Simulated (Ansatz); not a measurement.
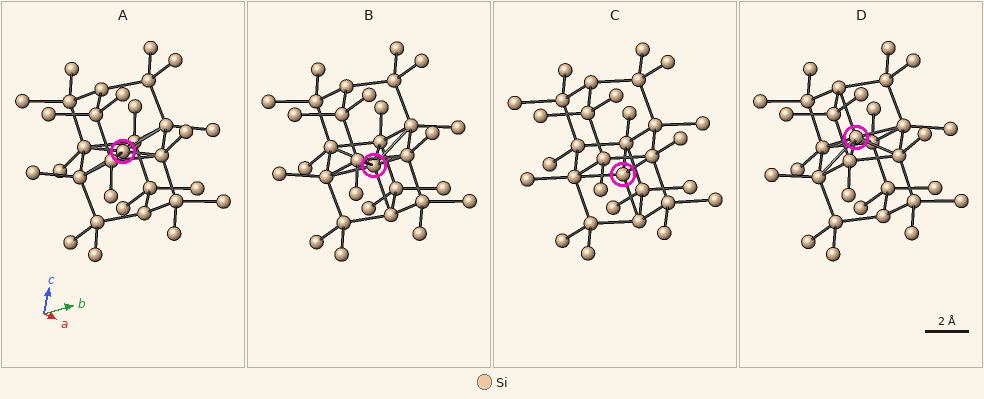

4 geometries from a converged minimum-energy path of Si with an interstitial Si (17 atoms in the cell), shuffled. Style: ball-and-stick. Shown: the atoms within 5.4 Å of the middle of the path, slightly off an axis. The moving atom is ringed, with any periodic copies. Bonds to atoms that aren't drawn are left out.

Computed with DFT PBE-D3(BJ), scalar-relativistic, plane waves, PAW (Ansatz). Set-up: plane-wave cutoff 420 eV; k-point mesh 2 × 2 × 2; Gaussian smearing 0.05 eV; 3 movable images; climbing image; force threshold 0.03 eV/Å; iteration limit 80; starting path by image-dependent pair potential.

**Which frame is the top of the path?**

A. In order along the path, whose images run from 0 to 4: C (image 0, 0.00 eV), B (image 1, +0.19 eV), A (image 2, +0.30 eV), D (image 3, +0.20 eV). A Si atom travels furthest, 2.36 Å from end to end, along [−1 −1 3], on a straight line. At the highest image its nearest neighbour (Si) is 2.40 Å away, against 2.39 Å at the start, and the surrounding atoms stand up to 0.39 Å off the mean of their end positions. Breaking: Si–Si (2.39 → 4.70 Å). Forming: Si–Si (4.71 → 2.39 Å).

Limits of the set-up: the periodic images lie only 7.7 Å apart, so the values are limited by the cell's size.

PAW datasets: the set soft_1.
